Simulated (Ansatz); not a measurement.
**AlH₃O₂ (built from SMILES [OH][AlH][OH]): a reaction path by the nudged elastic band**

Aim: the minimum-energy path between two given structures and its highest point. Both ends were relaxed at PBE0-D4 in triple zeta.

Computed with Ansatz 0.2.0, Gaussian basis. Level: PBE0-D4/def2-SVP.

16 further runs of the same task are left out: 16 set aside as unsound or not needed.

### 1 The system as given

The first end: 6 atoms, charge 0, spin multiplicity 1.

Atoms are counted from 1 here; the program's logs count them from 0.

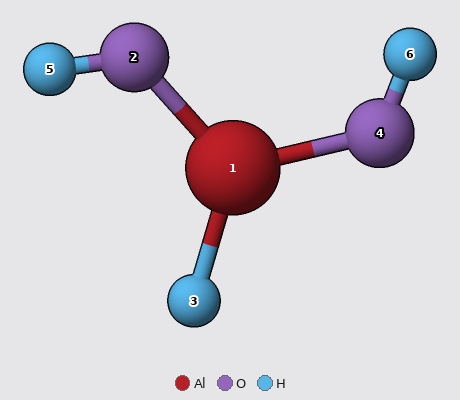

The starting geometry (aluminium red, oxygen purple, hydrogen blue); atoms are numbered from 1 in the order of the file.

Geometry (Å):

```
Al   -0.12777   -0.34784   -0.20910
O     1.29064    0.25600    0.49396
H    -0.19989   -1.74516   -0.92424
O    -1.52657    0.59501   -0.13790
H     2.12326   -0.21207    0.49757
H    -1.55977    1.45406    0.27973
```

The second end:

```xyz
6
AlH3O2
Al   -1.2447   -0.6829   -0.2667
O     0.8826   -0.8691    0.2114
H     1.5049   -1.2238   -0.4314
O    -0.7651    0.9703    0.0969
H     0.9951    0.0971    0.2590
H    -1.3728    1.7083    0.1309
```

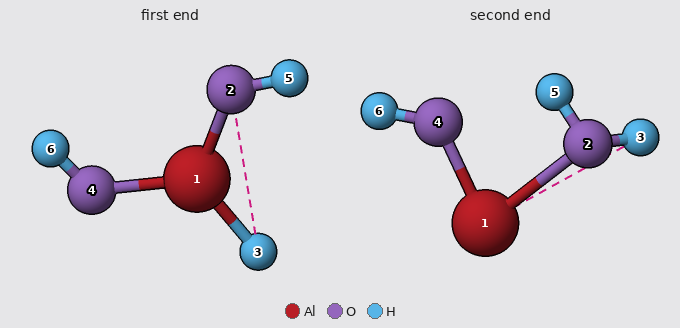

The two ends; dashed lines mark the contacts followed along the path.

### 2 The band at PBE0-D4/def2-SVP

Input file neb/in.yaml:

```yaml
crystal:
  periodic: [false, false, false]
  atoms:
    - {symbol: Al, position_ang: [-0.127771, -0.347835, -0.209103]}
    - {symbol: O, position_ang: [1.290641, 0.256003, 0.493956]}
    - {symbol: H, position_ang: [-0.199893, -1.745163, -0.924242]}
    - {symbol: O, position_ang: [-1.526569, 0.595007, -0.137903]}
    - {symbol: H, position_ang: [2.123259, -0.212067, 0.497566]}
    - {symbol: H, position_ang: [-1.559767, 1.454057, 0.279727]}
basis:
  gaussian: {orbitals: def2-SVP}
hamiltonian: {xc: pbe0, dispersion: d4}
neb:
  images: 5
  climbing: true
  max_iterations: 40
  initial_path: idpp
  final_atoms:
    - {symbol: Al, position_ang: [-1.244735, -0.682857, -0.266699]}
    - {symbol: O, position_ang: [0.882556, -0.869110, 0.211366]}
    - {symbol: H, position_ang: [1.504930, -1.223838, -0.431440]}
    - {symbol: O, position_ang: [-0.765072, 0.970348, 0.096889]}
    - {symbol: H, position_ang: [0.995058, 0.097121, 0.258955]}
    - {symbol: H, position_ang: [-1.372837, 1.708334, 0.130928]}
```

Launch:

```
ansatz run in.yaml --threads 2 --pin off --events-out ev --progress --plain --max-ram 4352MiB
```

Output (excerpt; [...] marks lines left out):

```text
Functional definition: PBE0
  name "PBE0"
  cite "Adamo & Barone, J. Chem. Phys. 110, 6158 (1999) doi:10.1063/1.478522"
  cite "Perdew, Burke & Ernzerhof, Phys. Rev. Lett. 77, 3865 (1996) doi:10.1103/PhysRevLett.77.3865"
  parent pbe
[...]
610 factors; integrals over basis functions are off by at most 3.6e-4 eV
[...]
mean field -10729.62091620 eV, -394.3062958719 hartree, gradient 4.6e-5 eV, S^2 0.000000; 0 other end points of the search recorded, 0 dependent functions left out
[...]
reference -10729.62094241 eV, -394.3062968354 hartree; 16, 16 occupied and 45, 45 virtual orbitals, 610 factors
[... from here to the last solve, the lines of the solves are left out (119 solves) ...]
WARN: NEB end point (image 0): max|allowed force component| = 2.163e-1 eV/Å (the criterion of neb.relax_end_points is 1.000e-2). That is over neb.f_tol: it is no minimum, so the barrier can be far off. Relax it first
WARN: NEB end point (image 6): max|allowed force component| = 2.558e-1 eV/Å (the criterion of neb.relax_end_points is 1.000e-2). That is over neb.f_tol: it is no minimum, so the barrier can be far off. Relax it first
NEB iter   1: max|band force component| = 3.955e0 eV/Å  barrier→ = 4.1774 eV  barrier← = 2.7296 eV  Δτ_max = 0.2000 Å  (167 SCF iters)
[...]
NEB iter   5: max|band force component| = 1.509e0 eV/Å  barrier→ = 2.8232 eV  barrier← = 1.3754 eV  Δτ_max = 0.1619 Å  (127 SCF iters)
[...]
NEB iter   9: max|band force component| = 3.573e-1 eV/Å  barrier→ = 3.0013 eV  barrier← = 1.5535 eV  CI = image 3  Δτ_max = 0.1543 Å  (132 SCF iters)
[...]
NEB iter  13: max|band force component| = 2.071e-1 eV/Å  barrier→ = 2.9545 eV  barrier← = 1.5067 eV  CI = image 3  Δτ_max = 0.0391 Å  (117 SCF iters)
[...]
NEB iter  16: max|band force component| = 7.968e-2 eV/Å  barrier→ = 2.9500 eV  barrier← = 1.5022 eV  CI = image 3  Δτ_max = 0.0358 Å  (117 SCF iters)
[...]
NEB iter  17: max|band force component| = 4.780e-2 eV/Å  barrier→ = 2.9498 eV  barrier← = 1.5020 eV  CI = image 3  Δτ_max = 0.0000 Å  (849 SCF iters)
Total energy: -10726.73018170 eV, -394.2000633387 hartree
Atom 0 at    -0.728610    -0.079553     0.014559 Å, force     0.001645     0.001390    -0.001259 eV/Å
Atom 1 at     0.760837    -1.080243     0.377198 Å, force     0.002030     0.006302    -0.012197 eV/Å
Atom 2 at    -0.260480    -1.703474    -0.276709 Å, force    -0.000100    -0.002104     0.004558 eV/Å
Atom 3 at    -0.424636     1.600421     0.010522 Å, force    -0.004903    -0.001685     0.000901 eV/Å
Atom 4 at     1.681376    -1.055465     0.059653 Å, force    -0.000354    -0.005459     0.006860 eV/Å
Atom 5 at    -1.028587     2.318317    -0.185221 Å, force     0.001683     0.001556     0.001136 eV/Å
Dipole moment:     0.116815     0.157494    -0.165533 e Å
```

It took 2.1 min on 2 threads of Intel Xeon Platinum 8259CL at 2.50GHz, shared host.

The last band:

| image | path (Å) | energy (kJ/mol) | O2–H3 (Å) | Al1–O2 (Å) | Al1–H3 (Å) |
| --- | --- | --- | --- | --- | --- |
| 0 | 0.00 | 0.0 | 2.87 | 1.69 | 1.57 |
| 1 | 0.74 | 17.5 | 2.79 | 1.70 | 1.58 |
| 2 | 1.49 | 113.8 | 2.17 | 1.69 | 1.57 |
| 3 | 2.23 | 284.6 | 1.36 | 1.83 | 1.71 |
| 4 | 2.90 | 170.8 | 0.98 | 2.10 | 2.29 |
| 5 | 3.57 | 149.0 | 0.97 | 2.13 | 2.66 |
| 6 | 4.24 | 139.7 | 0.96 | 2.19 | 2.81 |

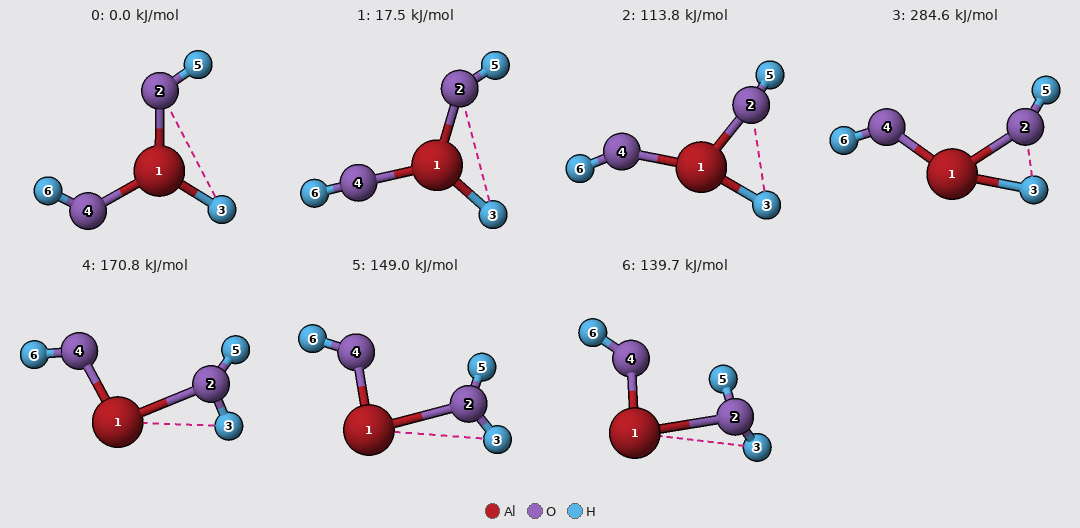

The images of the last band.

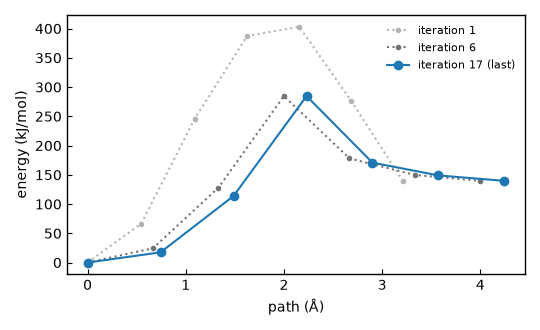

Energy along the path.

The highest image, 3:

```xyz
6
charge 0, multiplicity 1
Al   -0.7286   -0.0796    0.0146
O     0.7608   -1.0802    0.3772
H    -0.2605   -1.7035   -0.2767
O    -0.4246    1.6004    0.0105
H     1.6814   -1.0555    0.0597
H    -1.0286    2.3183   -0.1852
```

### 3 What came out

```
                                                                       quantity                                                   value
                                                PBE0-D4/def2-SVP, 17 iterations  highest 284.6 kJ/mol (image 3), last end +139.7 kJ/mol
from earlier runs: barrier over the separately found saddle, CCSD(T)/def2-TZVPP                                            309.3 kJ/mol
```

The highest image lies 284.6 kJ/mol above the first end, and it climbed, so it estimates the saddle. The ends are not quite minima at this level (largest force component 0.26 eV/Å), so the heights are unreliable: relaxing the first end would lower it and raise the barrier above it. The highest image is 24.7 kJ/mol below the CCSD(T) barrier in triple zeta, which comes from separate runs on the saddle.
